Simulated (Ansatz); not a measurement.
# Geometry relaxation of TiNH3Cl3F (part 2 of 2)

TiNH3Cl3F; RKS B3LYP-D4/def2-SVP (Ansatz 0.2.0). The input holds or restrains some coordinates. Forces given for the steps count only the free coordinates. It belongs to a series of runs on one base structure; here: pulled along the bonds that form and break, towards end A.

Geometry of the input (Å):
```
Ti 0.0000  0.0000  0.0000
Cl 0.0000  0.0000  2.7200
N  1.9426  0.0000  -0.6860
H  2.4408  -0.9180  -0.8667
H  2.4438  0.9180  -0.8582
Cl -1.1163  1.9339  -0.7892
Cl -1.1163  -1.9339  -0.7892
F  -2.0213  0.0000  0.6716
H  -1.4923  0.0000  1.8444
```

```
  distance Ti 0 - F 7 = 3.0235 Å
  distance H 8 - Cl 1 = 2.5640 Å
  distance Ti 0 - Cl 1 = 2.3358 Å
  distance H 8 - F 7 = 0.9272 Å
1380 factors; integrals over basis functions are off by at most 1.0e-3 eV
mean field -64929.05445220 eV, -2386.0987406244 hartree, gradient 1.4e-5 eV, S^2 0.000000; 1 other end points of the search recorded, 0 dependent functions left out
the calculation of the forces begins
reference -64929.05482352 eV, -2386.0987542702 hartree; 46, 46 occupied and 82, 82 virtual orbitals, 1380 factors
Total energy: -64929.54171792 eV, -2386.1166473094 hartree
Atom 0 at     0.165459    -0.002716    -0.037658 Å, force    -0.078354    -0.000529     1.086049 eV/Å
Atom 1 at     0.331194     0.004823     2.292272 Å, force    -0.239260    -0.001989    -1.058665 eV/Å
Atom 2 at     1.880739    -0.001606    -0.665049 Å, force    -0.078303    -0.011582     0.020177 eV/Å
Atom 3 at     2.402835    -0.846062    -0.894010 Å, force     0.035281    -0.015928     0.005987 eV/Å
Atom 4 at     2.414396     0.844427    -0.857520 Å, force     0.041917     0.028100     0.001367 eV/Å
Atom 5 at    -0.640353     1.872674    -0.808217 Å, force    -0.021042     0.029605    -0.011014 eV/Å
Atom 6 at    -0.632697    -1.878071    -0.814766 Å, force    -0.020101    -0.027412    -0.009618 eV/Å
Atom 7 at    -2.633911    -0.011058     1.104598 Å, force     0.102540    -0.001070    -0.253047 eV/Å
Atom 8 at    -2.206662     0.017590     1.927049 Å, force     0.257322     0.000805     0.218763 eV/Å
Dipole moment:     0.640840     0.005927    -0.166867 e Å
```

## Trajectory as extended XYZ (Å, eV, eV/Å), 8 frames, from step=1 to step=8
```
9
Properties=species:S:1:pos:R:3:forces:R:3 step=1 energy=-64926.77178
Ti    0.0000    0.0000    0.0000   -0.6416  -0.0016  -1.3083
Cl    0.0000    0.0000    2.7200   -0.8678   0.0003  -2.0591
N     1.9426    0.0000   -0.6860   -2.6146  -0.0004   1.0301
H     2.4408   -0.9180   -0.8667   -0.3107   1.6953   0.0916
H     2.4438    0.9180   -0.8582   -0.3165  -1.6952   0.0742
Cl   -1.1163    1.9339   -0.7892    1.8886  -0.9912   0.0617
Cl   -1.1163   -1.9339   -0.7892    1.8896   0.9928   0.0611
F    -2.0213    0.0000    0.6716    1.3728  -0.0001   3.8465
H    -1.4923    0.0000    1.8444   -0.3998   0.0000  -1.7979
9
Properties=species:S:1:pos:R:3:forces:R:3 step=2 energy=-64927.47230
Ti    0.1342    0.0000    0.0319   -1.7334  -0.0014  -0.7177
Cl    0.1408    0.0000    2.6800   -0.2274   0.0004  -2.3249
N     1.9323    0.0000   -0.6800   -1.6396  -0.0010   0.8401
H     2.4377   -0.9027   -0.8660   -0.2751   1.2977   0.0552
H     2.4407    0.9027   -0.8577   -0.2790  -1.2969   0.0420
Cl   -1.0895    1.9160   -0.7851    1.9546  -1.3783   0.4251
Cl   -1.0895   -1.9160   -0.7851    1.9555   1.3798   0.4247
F    -2.1746    0.0000    0.7773    2.0151  -0.0003   3.9716
H    -1.6511    0.0000    1.7315   -1.7706   0.0001  -2.7162
9
Properties=species:S:1:pos:R:3:forces:R:3 step=3 energy=-64927.90301
Ti    0.2587    0.0000    0.0636   -3.7406  -0.0016   0.0704
Cl    0.2764    0.0000    2.6086   -0.0053   0.0005  -2.3737
N     1.9252    0.0000   -0.6718    0.1653  -0.0011   0.1986
H     2.4344   -0.8884   -0.8659   -0.1632   0.9050  -0.0013
H     2.4373    0.8884   -0.8577   -0.1652  -0.9039  -0.0103
Cl   -1.0582    1.8904   -0.7741    2.0006  -1.5154   0.6358
Cl   -1.0581   -1.8903   -0.7741    2.0015   1.5167   0.6356
F    -2.3077    0.0000    0.8700   -0.5757  -0.0003  -0.6037
H    -1.8270    0.0000    1.6481    0.4827   0.0001   1.4487
9
Properties=species:S:1:pos:R:3:forces:R:3 step=4 energy=-64928.63908
Ti    0.2790   -0.0001    0.0720   -3.3719  -0.0011   0.1130
Cl    0.3970    0.0000    2.4774   -0.1802   0.0005  -1.8560
N     1.9291   -0.0001   -0.6573    0.3832  -0.0005  -0.0233
H     2.4360   -0.8722   -0.8685   -0.0101   0.4793  -0.0357
H     2.4389    0.8722   -0.8605   -0.0109  -0.4788  -0.0404
Cl   -0.9716    1.8335   -0.7473    1.6134  -1.2673   0.6347
Cl   -0.9716   -1.8334   -0.7473    1.6140   1.2680   0.6343
F    -2.4939    0.0000    0.9270   -1.1390  -0.0004  -1.3569
H    -1.9619    0.0000    1.6513    1.1015   0.0002   1.9304
9
Properties=species:S:1:pos:R:3:forces:R:3 step=5 energy=-64929.41859
Ti    0.2080   -0.0001   -0.0183   -0.0402   0.0002   1.5513
Cl    0.4217    0.0002    2.3093   -0.3768   0.0003  -1.0926
N     1.9186   -0.0002   -0.6431    0.0469   0.0003  -0.2523
H     2.4285   -0.8560   -0.8737    0.0697   0.1885   0.0040
H     2.4311    0.8560   -0.8657    0.0688  -0.1890   0.0017
Cl   -0.7918    1.7724   -0.7134    0.0210   0.5579  -0.2297
Cl   -0.7917   -1.7723   -0.7136    0.0208  -0.5582  -0.2309
F    -2.6392   -0.0001    1.0099   -0.3145  -0.0004  -0.5312
H    -2.1041    0.0001    1.7552    0.5042   0.0003   0.7797
9
Properties=species:S:1:pos:R:3:forces:R:3 step=6 energy=-64929.51397
Ti    0.2001   -0.0055   -0.0136   -0.3695  -0.0108   1.2861
Cl    0.3433    0.0007    2.3189   -0.1930   0.0004  -1.0662
N     1.8893   -0.0017   -0.6806    0.2999  -0.0065  -0.0356
H     2.4166   -0.8500   -0.8947    0.0157   0.1126  -0.0092
H     2.4156    0.8515   -0.8759    0.0238  -0.1078  -0.0118
Cl   -0.6786    1.8226   -0.7680   -0.0514   0.3076  -0.1037
Cl   -0.6811   -1.8254   -0.7851   -0.0319  -0.3006  -0.1031
F    -2.6265   -0.0300    1.0656   -0.0409  -0.0120  -0.4051
H    -2.1978    0.0378    1.8800    0.3474   0.0171   0.4486
9
Properties=species:S:1:pos:R:3:forces:R:3 step=7 energy=-64929.52919
Ti    0.1724   -0.0101   -0.0134   -0.0758  -0.0224   1.0214
Cl    0.3200    0.0010    2.3208   -0.2502   0.0062  -1.0961
N     1.8949   -0.0036   -0.6305    0.0225  -0.0605  -0.1885
H     2.3953   -0.8460   -0.9307   -0.0773   0.1770   0.1193
H     2.3981    0.8486   -0.8893   -0.0325  -0.1170   0.0930
Cl   -0.6308    1.8691   -0.7938    0.0086  -0.0481   0.0319
Cl   -0.6273   -1.8768   -0.8262    0.0342   0.0584   0.0393
F    -2.6347   -0.0592    1.0939    0.3493   0.0836   0.1923
H    -2.2069    0.0770    1.9158    0.0212  -0.0772  -0.2126
9
Properties=species:S:1:pos:R:3:forces:R:3 step=8 energy=-64929.54135
Ti    0.1655   -0.0027   -0.0377   -0.0784  -0.0005   1.0860
Cl    0.3312    0.0048    2.2923   -0.2393  -0.0020  -1.0587
N     1.8807   -0.0016   -0.6650   -0.0783  -0.0116   0.0202
H     2.4028   -0.8461   -0.8940    0.0353  -0.0159   0.0060
H     2.4144    0.8444   -0.8575    0.0419   0.0281   0.0014
Cl   -0.6404    1.8727   -0.8082   -0.0210   0.0296  -0.0110
Cl   -0.6327   -1.8781   -0.8148   -0.0201  -0.0274  -0.0096
F    -2.6339   -0.0111    1.1046    0.1025  -0.0011  -0.2530
H    -2.2067    0.0176    1.9270    0.2573   0.0008   0.2188
```

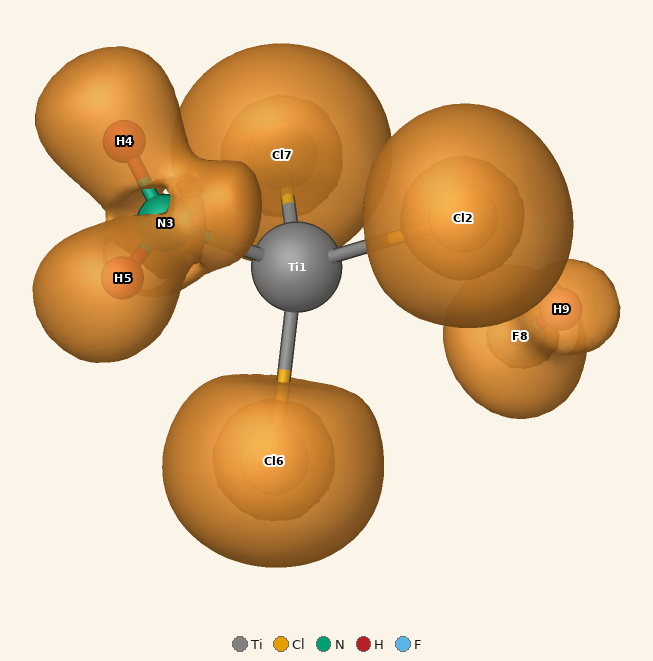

**Figure 1.** Isosurface of the ELF at 0.75 (orange), seen at a tilt. Only the valence region is drawn (cores and ρ < 0.01 e/Å³ removed). Profiles from the grid: Ti1···F8 (3.02 Å): the ELF is only about 0 between them. Ti–N (1.83 Å): the ELF peaks at about 0.85 in the valence shell of N, 0.6 Å from its nucleus, and is about 0.35 at the midpoint.

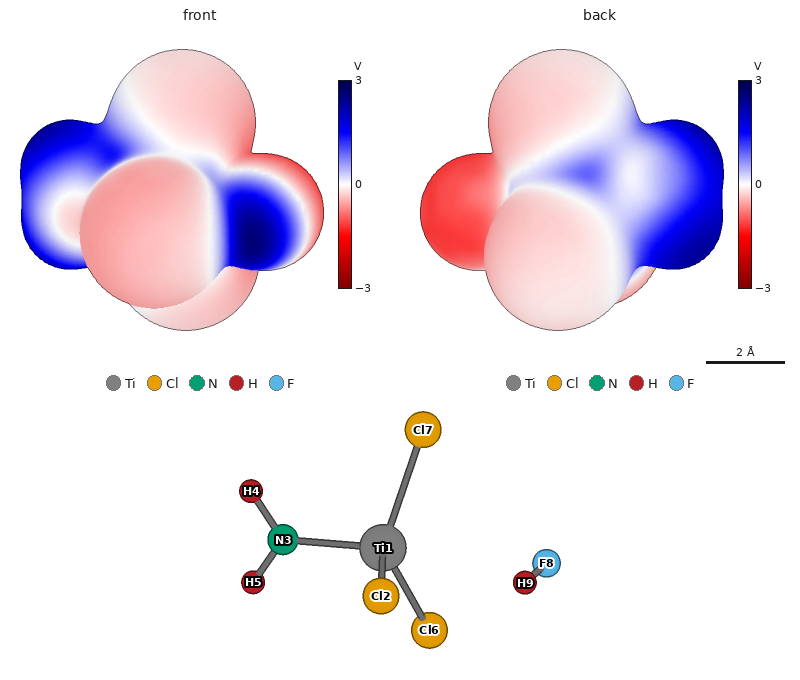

**Figure 2.** The electrostatic potential painted on the density surface at 0.002 e/bohr³, seen at a tilt and from behind; the colour scale runs from red (negative) to blue (positive). The bare structure is drawn below in the same view. A positive charge is drawn to the negative regions and a negative charge to the positive ones.

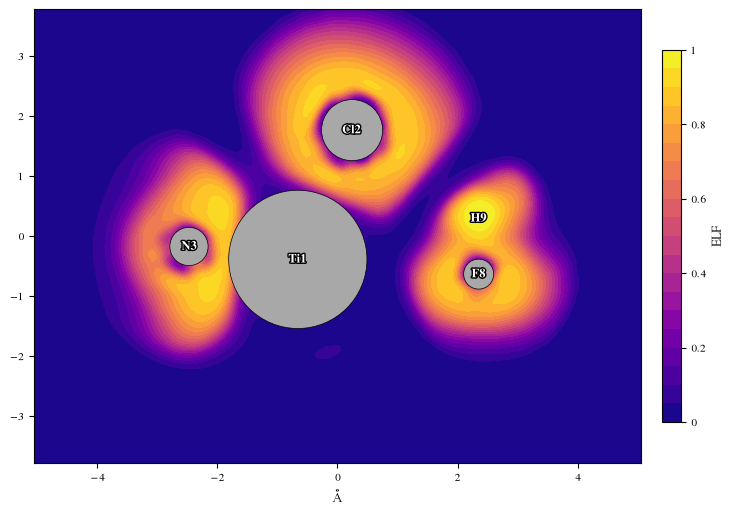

**Figure 3.** Electron localisation function on the plane of atoms Cl2, Ti1 and N3. Grey discs, where drawn, cover atomic cores. The section cuts through Ti, Cl, N, F and H sites. Ti1···F8 (3.02 Å): the ELF is only about 0 between them. Ti–N (1.83 Å): the ELF peaks at about 0.85 in the valence shell of N, 0.6 Å from its nucleus, and is about 0.35 at the midpoint. Ti–Cl (2.34 Å): the ELF peaks at about 0.90 in the valence shell of Cl, 0.8 Å from its nucleus, and is about 0.35 at the midpoint.
